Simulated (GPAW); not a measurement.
# C3H3N (SMILES C1=CCN=1), run twice

Aim: the charge distribution of C3H3N at PBE/dzp (scalar-relativistic datasets).

The calculation is run with GPAW 26.7.0.

2 further runs of the same task are left out: 1 that didn't finish, 1 set aside as unsound or not needed.

## 1. The system as given

The species is C3H3N (7 atoms), meant as a singlet with charge 0. SMILES: `C1=CCN=1`. Geometry: relaxed at GFN2-xTB.

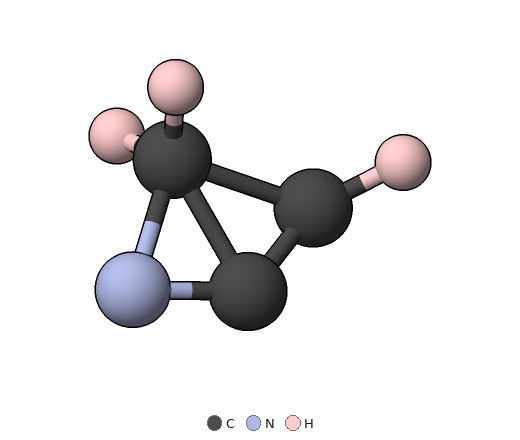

Viewed from a chosen angle; carbon dark grey, nitrogen light blue, hydrogen pink.

## 2. Try one

File sp.py:

```python
import numpy as np
from ase import Atoms
from ase.units import Debye
from gpaw import GPAW

mol = Atoms('CCCNHHH',
    positions=[[ -0.763030,  -0.549010,   0.603670],
               [  0.503860,  -0.837930,   0.431210],
               [ -0.044470,   0.451050,  -0.437610],
               [ -1.504380,   0.233620,  -0.047820],
               [  1.369310,  -0.927760,   1.041600],
               [  0.345690,   1.404060,  -0.102890],
               [  0.093020,   0.225970,  -1.488160]])
mol.center(vacuum=4.5)

calc = GPAW(mode='lcao', basis='dzp', h=0.2, xc='PBE2', maxiter=90, txt='-')
mol.calc = calc

energy = mol.get_potential_energy()
print(f'Energy = {energy:.5f} eV')
forces = mol.get_forces()
print('Forces (eV/Ang)')
for symbol, f in zip(mol.symbols, forces):
    print(f'{symbol:2} {f[0]:9.4f} {f[1]:9.4f} {f[2]:9.4f}')
dipole = mol.get_dipole_moment() / Debye
print(f'Dipole                  {np.linalg.norm(dipole):.3f} D')
homo, lumo = calc.get_homo_lumo()
print(f'HOMO = {homo:.3f} eV')
print(f'LUMO = {lumo:.3f} eV')
print(f'Gap                     {lumo - homo:.3f} eV')
```

Started as:

```sh
$ python sp.py
```

The program printed:

```text
__  _  _
 | _ |_)|_||  |
 |__||  | ||/\| - 26.7.0

units:  Angstrom and eV
cores:  1
OpenMP: False

Versions:
  Python: 3.12.14
  ASE:    3.29.0
  Numpy:  2.5.5
  Scipy:  1.18.1
  Libxc:  7.0.0

        _gpaw.cpython-312-aarch64-linux-gnu.so

Input parameters:
  mode=LCAO(),
  basis={'default': 'dzp'},
  h=0.2,
  maxiter=90,
  xc=XC(name='PBE2')
Traceback (most recent call last):
ValueError: not enough values to unpack (expected 2, got 1)

During handling of the above exception, another exception occurred:

NameError: Unknown functional: PBE2.
```

Run time: 0.52 s. Hardware: 1 thread of Arm Neoverse V2, shared host; peak memory 0.095 GiB.

## 3. What went wrong

The program refused the input.

The log says `NameError: Unknown functional: PBE2.`. What is wrong: the input names a functional that the program doesn't know. To mend it: functional PBE in place of PBE2.

## 4. The mended input

File C3H3N.py:

```python
import numpy as np
from ase import Atoms
from ase.units import Debye
from gpaw import GPAW

mol = Atoms(["C", "C", "C", "N", "H", "H", "H"],
    positions=[[ -0.763030,  -0.549010,   0.603670],
               [  0.503860,  -0.837930,   0.431210],
               [ -0.044470,   0.451050,  -0.437610],
               [ -1.504380,   0.233620,  -0.047820],
               [  1.369310,  -0.927760,   1.041600],
               [  0.345690,   1.404060,  -0.102890],
               [  0.093020,   0.225970,  -1.488160]])
mol.center(vacuum=4.5)

calculator = GPAW(mode="lcao", basis="dzp", h=0.2, xc="PBE", maxiter=100, txt="-")
mol.calc = calculator

energy = mol.get_potential_energy()
print(f"Energy: {energy:.5f} eV")
forces = mol.get_forces()
print("Forces (eV/Ang)")
for symbol, f in zip(mol.symbols, forces):
    print(f'{symbol:2} {f[0]:9.4f} {f[1]:9.4f} {f[2]:9.4f}')
dipole = mol.get_dipole_moment() / Debye
print(f"Dipole: {np.linalg.norm(dipole):.3f} D")
homo, lumo = calculator.get_homo_lumo()
print(f"HOMO                    {homo:.3f} eV")
print(f"LUMO = {lumo:.3f} eV")
print(f"Gap                     {lumo - homo:.3f} eV")
```

Started as:

```sh
$ OMP_NUM_THREADS=1 python C3H3N.py
```

The program printed:

```text
[...]
Number of symmetries: 1
[...]
  Number of IBZ points: 1
[...]
basis functions: 67
Spin-components: 1 (collinear spins)
Bands:           16
[...]
  Valence electrons: 20.0
[...]
  Grid points: [60 56 56]
  Charge: 0.0  # |e|
[...]
    cutoffs:
[...]
occupation numbers:
  # Zero width
[...]
xc functional:
  name: PBE with 2 nearest neighbor stencil
[...]
|iter     |     time |      energy | eigst |  dens |
[...]
|iter:   1| 00:00:03 |  -40.623273 |      c|       |
[...]
|iter:  10| 00:00:06 |  -39.123703c|      c| -4.34c|
Converged in 10 steps
[...]
Energy contributions relative to reference atoms: (reference = -4602.076337)
Energy contributions:
  Kinetic:          35.873518
  Coulomb:         -36.059538
  Zero:              0.728011
  External:          0.000000
  Xc:              -39.665694
  Entropy:           0.000000
  Spinorbit:         0.000000
  ----------------------------
  Free energy:     -39.123703
  Extrapolated:    -39.123703
dipole moment: (0.423862, 0.124123, 0.043131)  # |e|*Ang
Fermi level: -3.646
Eigenvalues  # (at kpt = [0.000, 0.000, 0.000])
| band index |      eig [eV] | occ [0-2] |
|------------|---------------|-----------|
|          0 |       -25.849 |     2.000 |
|        ... |               |           |
|          2 |       -16.482 |     2.000 |
|          3 |       -12.993 |     2.000 |
|          4 |       -12.311 |     2.000 |
|          5 |       -11.246 |     2.000 |
|          6 |       -10.202 |     2.000 |
|          7 |        -8.133 |     2.000 |
|          8 |        -7.798 |     2.000 |
|          9 |        -4.989 |     2.000 |
|         10 |        -2.304 |     0.000 |
|         11 |         0.424 |     0.000 |
[...]
Gap: 2.686 eV
Transition (v -> c):
[...]
Forces (eV/Ang)
C    -0.3413   -0.3178    0.5407
C     1.5014   -0.9628   -0.9128
C     0.5467   -0.6123    0.5811
N    -3.1455    1.5365   -0.9324
H     1.0833    0.1014    0.8795
H     0.2668    0.7276    0.5604
H    -0.0732   -0.4732   -0.9056
Dipole: 2.131 D
HOMO                    -4.989 eV
LUMO = -2.304 eV
Gap                     2.686 eV
```

Run time: 7 s. Hardware: 1 thread of Arm Neoverse V2, shared host; peak memory 0.48 GiB.

## 5. Summary of results

Level: PBE/dzp (scalar-relativistic datasets).

| quantity | value |
| --- | --- |
| energy as printed (from the program's reference atoms) | -39.1237 eV |
| dipole moment | 2.13 D |
| HOMO energy | -4.99 eV |
| LUMO energy | -2.30 eV |
| HOMO–LUMO gap | 2.69 eV |
